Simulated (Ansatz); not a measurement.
# AlN: a point defect seen from the nuclei (Ge on an Al site)

How do the nuclei near a point defect see it? The defect is Ge on an Al site in AlN (cell charge +1), first unrelaxed. The cell is a supercell built from a structure deposited in the COD (the entry's cell lengths or inner coordinates differ somewhat from later room-temperature determinations). Planned: a single point, then a relaxation, then a check of dr2_threshold with symmetry.

The COD entry's cell or inner coordinates are ideal or old and differ from later refinements, so a difference from it is no clean test against experiment.

Method: DFT, PBE, plane-wave PAW, default files, scalar-relativistic, as far as a step names no other, in Ansatz 0.2.0.

### 1 The structure to begin with

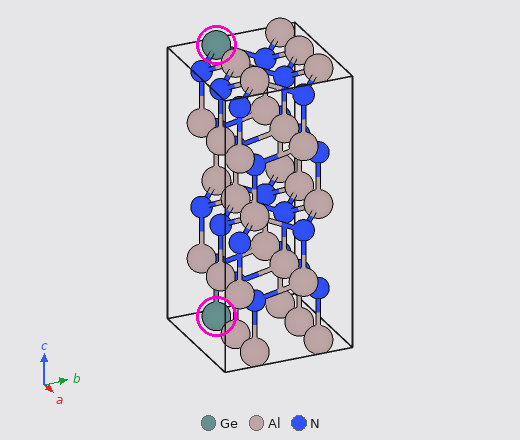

Start, viewed slightly off an axis; germanium teal, aluminium light grey, nitrogen blue. Atoms on the faces are drawn again on the opposite ones. Atom 1 is ringed.

As a file:

```
CELL_PARAMETERS angstrom
9.33900 0.00000 0.00000
-3.11300 5.39187 0.00000
0.00000 0.00000 9.96200
ATOMIC_POSITIONS crystal
Ge 0.11111 0.33333 0.00000
Al 0.11111 0.33333 0.50000
Al 0.11111 0.83333 0.00000
Al 0.11111 0.83333 0.50000
Al 0.44444 0.33333 0.00000
Al 0.44444 0.33333 0.50000
Al 0.44444 0.83333 0.00000
Al 0.44444 0.83333 0.50000
Al 0.77778 0.33333 0.00000
Al 0.77778 0.33333 0.50000
Al 0.77778 0.83333 0.00000
Al 0.77778 0.83333 0.50000
Al 0.22222 0.16667 0.25000
Al 0.22222 0.16667 0.75000
Al 0.22222 0.66667 0.25000
Al 0.22222 0.66667 0.75000
Al 0.55556 0.16667 0.25000
Al 0.55556 0.16667 0.75000
Al 0.55556 0.66667 0.25000
Al 0.55556 0.66667 0.75000
Al 0.88889 0.16667 0.25000
Al 0.88889 0.16667 0.75000
Al 0.88889 0.66667 0.25000
Al 0.88889 0.66667 0.75000
N 0.11111 0.33333 0.19000
N 0.11111 0.33333 0.69000
N 0.11111 0.83333 0.19000
N 0.11111 0.83333 0.69000
N 0.44444 0.33333 0.19000
N 0.44444 0.33333 0.69000
N 0.44444 0.83333 0.19000
N 0.44444 0.83333 0.69000
N 0.77778 0.33333 0.19000
N 0.77778 0.33333 0.69000
N 0.77778 0.83333 0.19000
N 0.77778 0.83333 0.69000
N 0.22222 0.16667 0.44000
N 0.22222 0.16667 0.94000
N 0.22222 0.66667 0.44000
N 0.22222 0.66667 0.94000
N 0.55556 0.16667 0.44000
N 0.55556 0.16667 0.94000
N 0.55556 0.66667 0.44000
N 0.55556 0.66667 0.94000
N 0.88889 0.16667 0.44000
N 0.88889 0.16667 0.94000
N 0.88889 0.66667 0.44000
N 0.88889 0.66667 0.94000
```

Atom 1 of the input is the impurity.

### 2 Single point at the given positions

The input, input.yaml:

```yaml
crystal:
  lattice:
    - [9.339, 0.0, 0.0]
    - [-3.113, 5.391874164, 0.0]
    - [0.0, 0.0, 9.962]
  atoms:
    - { symbol: Ge, position: [0.1111111111, 0.3333333334, 0.0] }
    - { symbol: Al, position: [0.1111111111, 0.3333333334, 0.5] }
    - { symbol: Al, position: [0.1111111111, 0.8333333334, 0.0] }
    - { symbol: Al, position: [0.1111111111, 0.8333333334, 0.5] }
    - { symbol: Al, position: [0.4444444444, 0.3333333334, 0.0] }
    - { symbol: Al, position: [0.4444444444, 0.3333333334, 0.5] }
    - { symbol: Al, position: [0.4444444444, 0.8333333334, 0.0] }
    - { symbol: Al, position: [0.4444444444, 0.8333333334, 0.5] }
    - { symbol: Al, position: [0.7777777778, 0.3333333334, 0.0] }
    - { symbol: Al, position: [0.7777777778, 0.3333333334, 0.5] }
    - { symbol: Al, position: [0.7777777778, 0.8333333334, 0.0] }
    - { symbol: Al, position: [0.7777777778, 0.8333333334, 0.5] }
    - { symbol: Al, position: [0.2222222222, 0.1666666666, 0.25] }
    - { symbol: Al, position: [0.2222222222, 0.1666666666, 0.75] }
    - { symbol: Al, position: [0.2222222222, 0.6666666666, 0.25] }
    - { symbol: Al, position: [0.2222222222, 0.6666666666, 0.75] }
    - { symbol: Al, position: [0.5555555556, 0.1666666666, 0.25] }
    - { symbol: Al, position: [0.5555555556, 0.1666666666, 0.75] }
    - { symbol: Al, position: [0.5555555556, 0.6666666666, 0.25] }
    - { symbol: Al, position: [0.5555555556, 0.6666666666, 0.75] }
    - { symbol: Al, position: [0.8888888889, 0.1666666666, 0.25] }
    - { symbol: Al, position: [0.8888888889, 0.1666666666, 0.75] }
    - { symbol: Al, position: [0.8888888889, 0.6666666666, 0.25] }
    - { symbol: Al, position: [0.8888888889, 0.6666666666, 0.75] }
    - { symbol: "N", position: [0.1111111111, 0.3333333334, 0.19] }
    - { symbol: "N", position: [0.1111111111, 0.3333333334, 0.69] }
    - { symbol: "N", position: [0.1111111111, 0.8333333334, 0.19] }
    - { symbol: "N", position: [0.1111111111, 0.8333333334, 0.69] }
    - { symbol: "N", position: [0.4444444444, 0.3333333334, 0.19] }
    - { symbol: "N", position: [0.4444444444, 0.3333333334, 0.69] }
    - { symbol: "N", position: [0.4444444444, 0.8333333334, 0.19] }
    - { symbol: "N", position: [0.4444444444, 0.8333333334, 0.69] }
    - { symbol: "N", position: [0.7777777778, 0.3333333334, 0.19] }
    - { symbol: "N", position: [0.7777777778, 0.3333333334, 0.69] }
    - { symbol: "N", position: [0.7777777778, 0.8333333334, 0.19] }
    - { symbol: "N", position: [0.7777777778, 0.8333333334, 0.69] }
    - { symbol: "N", position: [0.2222222222, 0.1666666666, 0.44] }
    - { symbol: "N", position: [0.2222222222, 0.1666666666, 0.94] }
    - { symbol: "N", position: [0.2222222222, 0.6666666666, 0.44] }
    - { symbol: "N", position: [0.2222222222, 0.6666666666, 0.94] }
    - { symbol: "N", position: [0.5555555556, 0.1666666666, 0.44] }
    - { symbol: "N", position: [0.5555555556, 0.1666666666, 0.94] }
    - { symbol: "N", position: [0.5555555556, 0.6666666666, 0.44] }
    - { symbol: "N", position: [0.5555555556, 0.6666666666, 0.94] }
    - { symbol: "N", position: [0.8888888889, 0.1666666666, 0.44] }
    - { symbol: "N", position: [0.8888888889, 0.1666666666, 0.94] }
    - { symbol: "N", position: [0.8888888889, 0.6666666666, 0.44] }
    - { symbol: "N", position: [0.8888888889, 0.6666666666, 0.94] }
total_charge: 1
kpoints:
  mp_grid: { grid: [3, 4, 2] }
scf:
  occupations: { method: fermi_dirac, width: 0.01 }
hamiltonian:
  xc: pbe
  pseudopotentials: { kind: paw }
output:
  forces: true
  stress: true
  populations: true
  efg:
    quadrupole_moments_barn: { Ge: -0.196, Al: 0.1466, "N": 0.02044 }
    contact_densities: true
  write_density: true
  write_potential: true
  elf: true
  volumetric_format: npy
```

Run with:

```bash
> ansatz run input.yaml --threads 1 --pin off --max-ram 3072MiB --backend cpu --events-out ev --progress --plain --runs-dir out
```

Standard output:

```text
Warning: RAYON_NUM_THREADS=1 ignored (pool sized by the plan → 1); use --threads N
Engine: ansatz 0.2.0, aarch64-unknown-linux-gnu
Pseudopotentials: kind: paw
Pseudopotential: Ge, paw, valence charge 14, recommended cutoff 420 eV (normal), Ge.paw.azcp
Pseudopotential: Al, paw, valence charge 3, recommended cutoff 420 eV (normal), Al.paw.azcp
Pseudopotential: N, paw, valence charge 5, recommended cutoff 420 eV (normal), N.paw.azcp
Functional definition: PBE
  parameter kappa = 0.804
  parameter beta = 0.06672455060314922
  exchange = pbe_x(kappa = kappa, mu = beta*pi^2/3)
  correlation = pbe_c(beta = beta)
Crystal: 48 atoms, lattice volume = 501.634 Å³
Basis set: ecut = 420 eV, 9817 PW (Γ), exchange–correlation on 128×90×144 points (8 copies of the dense FFT grid, shifted against one another)
Bands: 149, of which v1, the nominal top of the filled ones, is band 101 counted from 1 (100 counted from 0)
Symmetry: 1 space group operations
Space group: P1 (ITA 1), of the structure as read, at distance tolerance 7.9e-5 Å
k-points: 14 of 24 (time reversal used)
Non-local potential: Ge, projectors of the file, l = 0: 2, l = 1: 2, l = 2: 3, l = 3: 1
Non-local potential: Al, projectors of the file, l = 0: 2, l = 1: 2, l = 2: 1
Non-local potential: N, projectors of the file, l = 0: 2, l = 1: 2, l = 2: 1
PAW form: soft (Blöchl's): semilocal exchange-correlation on the pseudo side does not see the compensation charge
PAW one-centre angular grid: Ge, 590 points (default); XC on 64 Gauss nodes
PAW one-centre angular grid: Al, 110 points (default); XC on 64 Gauss nodes
PAW one-centre angular grid: N, 110 points (default); XC on 64 Gauss nodes
Initial density: superposition of atomic densities (neutral atoms scaled as one to the charged cell's electrons: chi_scale 0, normalization atom), corrected by the library's trained network
Initial wavefunctions: pseudopotential atomic-orbital guess
Functional: x = pbe(κ = 0.804, μ = 0.2195149727645171), c = pbe(β = 0.06672455060314922)
SCF iter   1: F=—  HF=-25946.015367 eV  |F-HF|=—  |Δ(HF+E_count)|=         —  Δρ=7.28e-3  dr2=2.78e-1  ethr=1.77e-3  ⟨swp⟩=6.0  Hψ=9204  notcnv=0  defer=284
preconditioner: auto → Resta (q_TF=auto, 2.345 Å⁻¹)  ε∞=4.1  [insulator: Δε(μ)=3.573 eV  Ē_g=13.130 eV  σ=0.010 eV  W_gap=1.00  n_scr=102 (ndim 8)  ℏωp=23.0 eV  f_vac=0.000  D(μ)=0.00/eV (n_scr^D=0)  ε∞_Penn≈4.1]
SCF iter   2: F=—  HF=-25945.932714 eV  |F-HF|=—  |Δ(HF+E_count)|=   8.27e-2  Δρ=2.30e-3  dr2=3.93e-2  ethr=1.38e-4  ⟨swp⟩=2.1  Hψ=3912  notcnv=0  defer=584
SCF iter   3: F=—  HF=-25945.920396 eV  |F-HF|=—  |Δ(HF+E_count)|=   1.23e-2  Δρ=7.73e-4  dr2=4.53e-3  ethr=1.95e-5  ⟨swp⟩=3.0  Hψ=3055  notcnv=0  defer=584
SCF iter   4: F=—  HF=-25945.919354 eV  |F-HF|=—  |Δ(HF+E_count)|=   1.04e-3  Δρ=2.19e-4  dr2=4.20e-4  ethr=2.24e-6  ⟨swp⟩=2.1  Hψ=3005  notcnv=0  defer=584
SCF iter   5: F=—  HF=-25945.919317 eV  |F-HF|=—  |Δ(HF+E_count)|=   3.74e-5  Δρ=8.21e-5  dr2=4.99e-5  ethr=2.08e-7  ⟨swp⟩=2.0  Hψ=2790  notcnv=0  defer=584
SCF iter   6: F=—  HF=-25945.916381 eV  |F-HF|=—  |Δ(HF+E_count)|=   2.94e-3  Δρ=1.38e-5  dr2=1.09e-6  ethr=2.47e-8  ⟨swp⟩=2.0  Hψ=3443  notcnv=0  defer=584
SCF iter   7: F=-25945.916382 eV  HF=-25945.916382 eV  |F-HF|=5.01e-8  |Δ(HF+E_count)|=   2.98e-7  Δρ=3.27e-6  dr2=6.94e-8  ethr=4.95e-11  ⟨swp⟩=18.4  Hψ=17076  notcnv=0
SCF 1 converged in 7 iterations: F = -25945.916382 eV  dr2 = 6.94e-8
SCF converged after 7 iterations
Free energy (F): -25945.916382 eV
Harris-Foulkes:  -25945.916382 eV  (|F-HF|=5.01e-8)
Internal energy: -25945.916382 eV  (E = F + TS)
E sigma→0 (E₀):  -25945.916382 eV
Fermi energy:    9.145690 eV
--- Per-component energies (eV) ---
[... 15 lines left out ...]
--- Forces (eV/Å), atoms counted from 1 ---
  atom   1  Ge    -0.10757977    -0.05110651     0.05954178
  atom   2  Al    -0.02091594    -0.01154751    -0.05154232
  atom   3  Al    -0.68995640    -0.40596675     0.39564351
  atom   4  Al    -0.07020578    -0.04107305    -0.23766687
  atom   5  Al     0.75569573     0.49851230     0.23981484
  atom   6  Al     0.08570626     0.05872865    -0.20614569
[... 42 lines left out ...]
  max |Σ_I F_I| component: 6.48e-4 eV/Å
--- Stress (GPa, compression-positive) ---
        5.317245      -0.028660      -0.008620
       -0.028659       5.343514      -0.004321
       -0.008620      -0.004315       7.078145
  P = ⅓ Tr σ = 5.9130 GPa (59.130 kbar)
--- PAW observables at the nuclei: V_zz in 10²¹ V/m², potentials from the cell's mean, atoms counted from 1 ---
  atom   1  Ge V_zz =    -0.374874   η = 0.3936   by run symmetry: allowed   C_q = +1.7766 MHz
            electrostatic potential = -4321.031196 V   contact ρ = 210224.991727 e/Å³
  atom   2  Al V_zz =    +0.450399   η = 0.0396   by run symmetry: allowed   C_q = +1.5966 MHz
            electrostatic potential = -1231.716856 V   contact ρ = 10081.465028 e/Å³
  atom   3  Al V_zz =    -0.522050   η = 0.0565   by run symmetry: allowed   C_q = -1.8505 MHz
            electrostatic potential = -1231.047657 V   contact ρ = 10081.527485 e/Å³
  atom   4  Al V_zz =    +0.414361   η = 0.1365   by run symmetry: allowed   C_q = +1.4688 MHz
            electrostatic potential = -1231.733107 V   contact ρ = 10081.459359 e/Å³
  atom   5  Al V_zz =    +0.479381   η = 0.1972   by run symmetry: allowed   C_q = +1.6993 MHz
            electrostatic potential = -1231.302520 V   contact ρ = 10081.479185 e/Å³
  atom   6  Al V_zz =    +0.359001   η = 0.3413   by run symmetry: allowed   C_q = +1.2726 MHz
            electrostatic potential = -1231.804925 V   contact ρ = 10081.458885 e/Å³
  atom   7  Al V_zz =    +0.529002   η = 0.3101   by run symmetry: allowed   C_q = +1.8752 MHz
            electrostatic potential = -1231.333870 V   contact ρ = 10081.502857 e/Å³
  atom   8  Al V_zz =    +0.356874   η = 0.3554   by run symmetry: allowed   C_q = +1.2650 MHz
            electrostatic potential = -1231.806548 V   contact ρ = 10081.459357 e/Å³
  atom   9  Al V_zz =    +0.405382   η = 0.2724   by run symmetry: allowed   C_q = +1.4370 MHz
            electrostatic potential = -1231.283570 V   contact ρ = 10081.454443 e/Å³
  atom  10  Al V_zz =    +0.356056   η = 0.2863   by run symmetry: allowed   C_q = +1.2621 MHz
            electrostatic potential = -1231.802756 V   contact ρ = 10081.456517 e/Å³
  atom  11  Al V_zz =    +0.442944   η = 0.2612   by run symmetry: allowed   C_q = +1.5701 MHz
            electrostatic potential = -1231.311957 V   contact ρ = 10081.463320 e/Å³
  atom  12  Al V_zz =    +0.352743   η = 0.2881   by run symmetry: allowed   C_q = +1.2504 MHz
            electrostatic potential = -1231.804283 V   contact ρ = 10081.456712 e/Å³
  atom  13  Al V_zz =    +0.430716   η = 0.5217   by run symmetry: allowed   C_q = +1.5268 MHz
            electrostatic potential = -1231.410384 V   contact ρ = 10081.516279 e/Å³
  atom  14  Al V_zz =    +0.908785   η = 0.1397   by run symmetry: allowed   C_q = +3.2214 MHz
            electrostatic potential = -1231.436091 V   contact ρ = 10081.530753 e/Å³
  atom  15  Al V_zz =    +0.433026   η = 0.5340   by run symmetry: allowed   C_q = +1.5350 MHz
            electrostatic potential = -1231.413244 V   contact ρ = 10081.517527 e/Å³
  atom  16  Al V_zz =    +0.906170   η = 0.1422   by run symmetry: allowed   C_q = +3.2122 MHz
            electrostatic potential = -1231.438232 V   contact ρ = 10081.530828 e/Å³
  atom  17  Al V_zz =    -0.066467   η = 0.9744   by run symmetry: allowed   C_q = -0.2356 MHz
            electrostatic potential = -1231.668941 V   contact ρ = 10081.434379 e/Å³
  atom  18  Al V_zz =    +0.409342   η = 0.0282   by run symmetry: allowed   C_q = +1.4510 MHz
            electrostatic potential = -1231.694885 V   contact ρ = 10081.466811 e/Å³
  atom  19  Al V_zz =    +0.083241   η = 0.3215   by run symmetry: allowed   C_q = +0.2951 MHz
            electrostatic potential = -1231.688258 V   contact ρ = 10081.450029 e/Å³
  atom  20  Al V_zz =    +0.389080   η = 0.0151   by run symmetry: allowed   C_q = +1.3792 MHz
            electrostatic potential = -1231.707359 V   contact ρ = 10081.468076 e/Å³
  atom  21  Al V_zz =    +0.490731   η = 0.5249   by run symmetry: allowed   C_q = +1.7395 MHz
            electrostatic potential = -1231.469693 V   contact ρ = 10081.528128 e/Å³
  atom  22  Al V_zz =    +0.883150   η = 0.1787   by run symmetry: allowed   C_q = +3.1306 MHz
            electrostatic potential = -1231.482139 V   contact ρ = 10081.529359 e/Å³
  atom  23  Al V_zz =    -0.115859   η = 0.8247   by run symmetry: allowed   C_q = -0.4107 MHz
            electrostatic potential = -1231.658649 V   contact ρ = 10081.465483 e/Å³
  atom  24  Al V_zz =    +0.415735   η = 0.2102   by run symmetry: allowed   C_q = +1.4737 MHz
            electrostatic potential = -1231.672873 V   contact ρ = 10081.475875 e/Å³
  atom  25  N  V_zz =    +4.089208   η = 0.0297   by run symmetry: allowed   C_q = +2.0210 MHz
            electrostatic potential = -515.895419 V   contact ρ = 1413.209065 e/Å³
  atom  26  N  V_zz =    +0.239951   η = 0.3002   by run symmetry: allowed   C_q = +0.1186 MHz
            electrostatic potential = -516.877399 V   contact ρ = 1412.635138 e/Å³
  atom  27  N  V_zz =    -0.358145   η = 0.8601   by run symmetry: allowed   C_q = -0.1770 MHz
            electrostatic potential = -516.784252 V   contact ρ = 1412.640905 e/Å³
  atom  28  N  V_zz =    +0.296129   η = 0.6444   by run symmetry: allowed   C_q = +0.1464 MHz
            electrostatic potential = -516.917856 V   contact ρ = 1412.660427 e/Å³
  atom  29  N  V_zz =    +0.256722   η = 0.4100   by run symmetry: allowed   C_q = +0.1269 MHz
            electrostatic potential = -516.928077 V   contact ρ = 1412.639224 e/Å³
  atom  30  N  V_zz =    +0.218976   η = 0.0914   by run symmetry: allowed   C_q = +0.1082 MHz
            electrostatic potential = -517.026255 V   contact ρ = 1412.649690 e/Å³
  atom  31  N  V_zz =    +0.243142   η = 0.4340   by run symmetry: allowed   C_q = +0.1202 MHz
            electrostatic potential = -516.935952 V   contact ρ = 1412.640768 e/Å³
  atom  32  N  V_zz =    +0.211672   η = 0.1214   by run symmetry: allowed   C_q = +0.1046 MHz
            electrostatic potential = -517.028326 V   contact ρ = 1412.651417 e/Å³
  atom  33  N  V_zz =    +0.228805   η = 0.5467   by run symmetry: allowed   C_q = +0.1131 MHz
            electrostatic potential = -516.928573 V   contact ρ = 1412.636401 e/Å³
  atom  34  N  V_zz =    +0.189520   η = 0.1946   by run symmetry: allowed   C_q = +0.0937 MHz
            electrostatic potential = -517.026144 V   contact ρ = 1412.646170 e/Å³
  atom  35  N  V_zz =    +0.230450   η = 0.4614   by run symmetry: allowed   C_q = +0.1139 MHz
            electrostatic potential = -516.938044 V   contact ρ = 1412.636876 e/Å³
  atom  36  N  V_zz =    +0.190718   η = 0.1773   by run symmetry: allowed   C_q = +0.0943 MHz
            electrostatic potential = -517.029729 V   contact ρ = 1412.646702 e/Å³
  atom  37  N  V_zz =    +0.344186   η = 0.3187   by run symmetry: allowed   C_q = +0.1701 MHz
            electrostatic potential = -517.038129 V   contact ρ = 1412.640248 e/Å³
  atom  38  N  V_zz =    +4.326519   η = 0.0815   by run symmetry: allowed   C_q = +2.1383 MHz
            electrostatic potential = -515.738950 V   contact ρ = 1413.139544 e/Å³
  atom  39  N  V_zz =    +0.345546   η = 0.3250   by run symmetry: allowed   C_q = +0.1708 MHz
            electrostatic potential = -517.038858 V   contact ρ = 1412.640665 e/Å³
  atom  40  N  V_zz =    +4.335511   η = 0.0758   by run symmetry: allowed   C_q = +2.1428 MHz
            electrostatic potential = -515.747907 V   contact ρ = 1413.143243 e/Å³
  atom  41  N  V_zz =    +0.067892   η = 0.8092   by run symmetry: allowed   C_q = +0.0336 MHz
            electrostatic potential = -517.166712 V   contact ρ = 1412.628788 e/Å³
  atom  42  N  V_zz =    +0.710953   η = 0.6710   by run symmetry: allowed   C_q = +0.3514 MHz
            electrostatic potential = -516.739268 V   contact ρ = 1412.663073 e/Å³
  atom  43  N  V_zz =    +0.067897   η = 0.6884   by run symmetry: allowed   C_q = +0.0336 MHz
            electrostatic potential = -517.168181 V   contact ρ = 1412.629898 e/Å³
  atom  44  N  V_zz =    +0.540302   η = 0.7851   by run symmetry: allowed   C_q = +0.2670 MHz
            electrostatic potential = -516.797569 V   contact ρ = 1412.642828 e/Å³
  atom  45  N  V_zz =    +0.331118   η = 0.2459   by run symmetry: allowed   C_q = +0.1637 MHz
            electrostatic potential = -517.069345 V   contact ρ = 1412.642914 e/Å³
  atom  46  N  V_zz =    +4.313134   η = 0.0789   by run symmetry: allowed   C_q = +2.1317 MHz
            electrostatic potential = -515.828971 V   contact ρ = 1413.187871 e/Å³
  atom  47  N  V_zz =    +0.089300   η = 0.2726   by run symmetry: allowed   C_q = +0.0441 MHz
            electrostatic potential = -517.139720 V   contact ρ = 1412.631136 e/Å³
  atom  48  N  V_zz =    -0.488910   η = 0.4635   by run symmetry: allowed   C_q = -0.2416 MHz
            electrostatic potential = -516.740365 V   contact ρ = 1412.638095 e/Å³
--- Band table (eV; the first three rows and the last of 14) ---
[... 4 lines left out ...]
--- Löwdin populations: 48 sites ---
  site symbol       q [e]
[... 48 lines left out ...]
  spilling = 0.007366 (of n_electrons = 202.000000)
```

Run time: 2.5 min. Hardware: 1 thread of Arm Neoverse V2, shared host; peak memory 1.3 GiB.

State: gap on the mesh 3.62 eV, largest force 1.205 eV/Å, pressure 5.9 GPa.

Like atoms gathered into sites: 11 of 48, those nearest the defect, the farthest of each element and the two largest gradients.

| site | atoms | distance from the defect (Å) | V_zz (10²¹ V/m²) | η | C_Q (MHz) |
| --- | --- | --- | --- | --- | --- |
| Ge | 1 | 0.00 | -0.37 | 0.39 | 1.78 (⁷³Ge) |
| N25 | 25 | 1.89 | 4.09 | 0.03 | 2.02 (¹⁴N) |
| N46 | 46 | 1.89 | 4.31 | 0.08 | 2.13 (¹⁴N) |
| N40 | 40 | 1.89 | 4.34 | 0.08 | 2.14 (¹⁴N) |
| N38 | 38 | 1.89 | 4.33 | 0.08 | 2.14 (¹⁴N) |
| Al21 | 21 | 3.07 | 0.49 | 0.52 | 1.74 (²⁷Al) |
| Al22 | 22 | 3.07 | 0.88 | 0.18 | 3.13 (²⁷Al) |
| Al15 | 15 | 3.07 | 0.43 | 0.53 | 1.53 (²⁷Al) |
| Al16 | 16 | 3.07 | 0.91 | 0.14 | 3.21 (²⁷Al) |
| Al4 | 4 | 5.87 | 0.41 | 0.14 | 1.47 (²⁷Al) |
| N41 | 41 | 6.47 | 0.068 | 0.81 | 0.034 (¹⁴N) |

V_zz is the principal component of the electric field gradient with the largest magnitude, η = (V_xx − V_yy)/V_zz and C_Q = eQV_zz/h. Quadrupole moments are those of Pyykkö's year-2017 table.

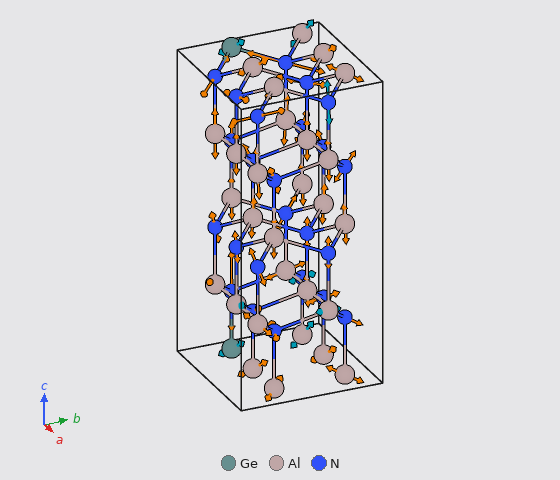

Principal axis of V_zz at each atom with a gradient: orange where V_zz is positive, teal where negative; longer for larger size.

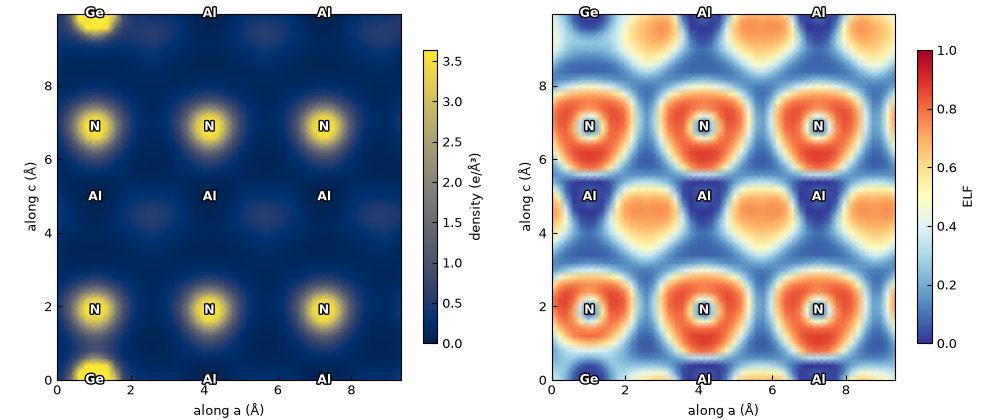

Density (left) and ELF (right) in a lattice plane of the grid's cell (edges 9.34 and 9.96 Å, at 0.333 of the third edge), which holds Ge and Al and N. Only atoms in the plane are labelled; the density scale stops at 3.64 e/Å³. Both are smooth fields of the valence electrons: close to the nuclei they are not physical.

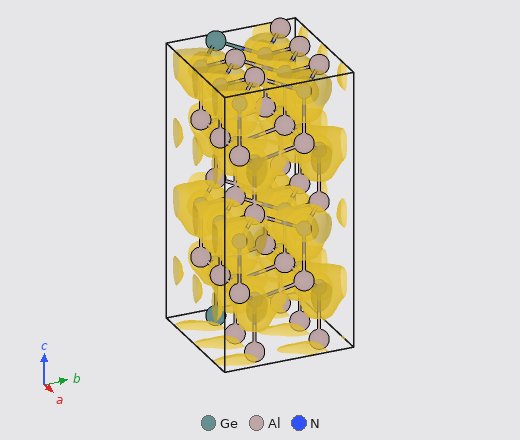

Surface of ELF = 0.75, drawn in one cell.

The highest ELF values outside the cores: 0.90 on the N–Al line, 0.8 Å from N; 0.81 in the shell around N, 0.7 Å from N.

(Part 1 of 3 ends here.)
